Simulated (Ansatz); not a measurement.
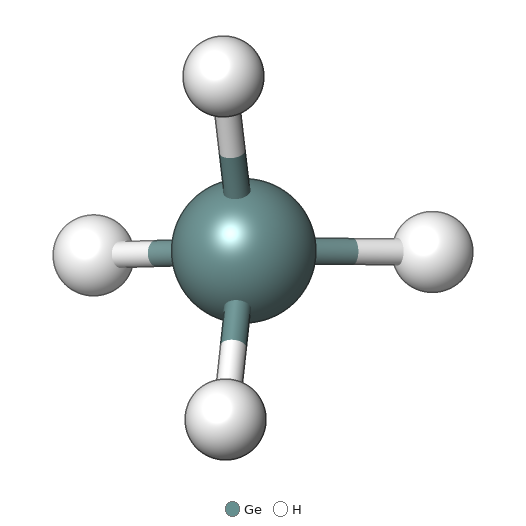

The computed structure is the end point of a PBE0-D4/def2-TZVP optimisation. No frequency run is at hand to confirm it as a minimum.

Draw it as a skeletal formula.

SMILES: [GeH4]

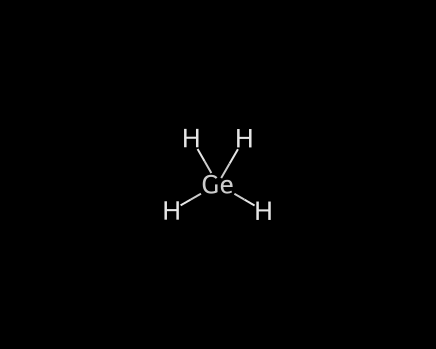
